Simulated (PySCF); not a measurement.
Input file:

```
{"job": {"kind": "nmr", "xc": "PBE0", "basis": "pcSseg-1"}, "charge": 0, "multiplicity": 1}
C      3.135618    -0.075414    -0.240704
N      2.073687    -0.131806    -1.206278
C      0.880763     0.124698    -0.901487
C      0.317572     0.511836     0.415865
Si    -0.383863    -1.124161     1.202438
Si    -2.383687    -1.237573     0.005718
Si    -2.359196     0.967536    -0.749283
C     -0.805939     1.493852     0.283526
O     -0.808254     2.538735     0.901911
H      2.957517    -0.748968     0.603121
H      3.265454     0.936357     0.155124
H      4.052858    -0.373055    -0.747998
H      0.163449     0.039739    -1.714827
H      1.093986     0.931917     1.060454
H     -0.456150    -0.871283     2.646893
H      0.658783    -2.141705     1.030106
H     -2.354435    -2.258463    -1.050747
H     -3.525765    -1.625384     0.844381
H     -3.438866     1.874413    -0.366136
H     -2.088682     1.179407    -2.175113
```

Run with:

```sh
OMP_NUM_THREADS=1 python probes_run.py task.json out
```

Geometry: GFN2-xTB.

Method: PBE0/pcSseg-1, SCF density, gas phase, non-relativistic (PySCF).

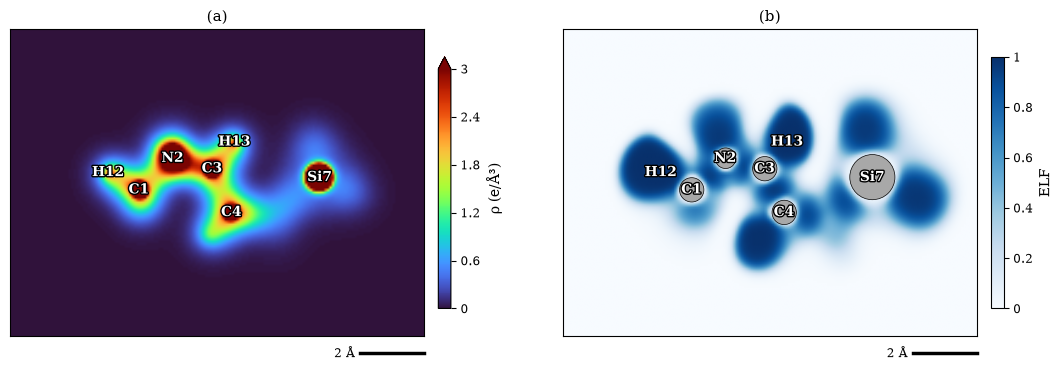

C4H11NOSi3. (a) total electron density; (b) electron localisation function on the plane of atoms N2, C1 and H12. Grey discs cover the atomic cores in the ELF map.

What does the map show?

Answer.
- Atoms in the plane: C, N, Si and H.
- C–N (1.26 Å): ρ is about 2.8 e/Å³ halfway; the ELF peaks at about 0.90 between the atoms: a short, multiple covalent bond.
- C–C (1.48 Å): the density is about 1.7 e/Å³ at the midpoint; the ELF peaks at about 0.95 between the atoms (a shared electron pair).
- C–H (1.09 Å): ρ at the midpoint is about 2 e/Å³; the ELF climbs to about 1 towards the hydrogen, as it does in any bond to H (an ordinary covalent bond to hydrogen).
- C–N (1.44 Å): ρ is about 2 e/Å³ halfway; the ELF peaks at about 0.95 between the atoms: localised, covalent bonding.
- The ELF also peaks beside N2, away from the bonds: lone-pair regions.
